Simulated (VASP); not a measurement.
Band structure of AuAl2 (fluorite). These are PBE GGA with spin-orbit coupling, VASP's PBE PAW potentials (set 64) (plane waves; VASP) values and carry that method's errors.

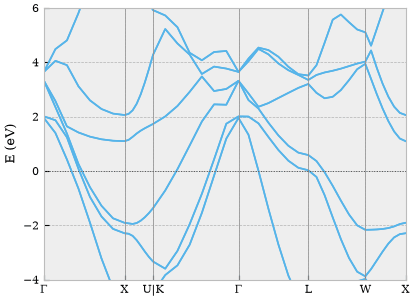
Figure: Bands along high-symmetry lines, zero at the valence-band maximum or, without a gap, the Fermi level

Question: Read the plot: is there a gap, and where are the band edges?

Answer: It has no gap at this level: it comes out as a metal or semimetal.

The compound is AuAl2 in the fluorite structure. It was relaxed first.
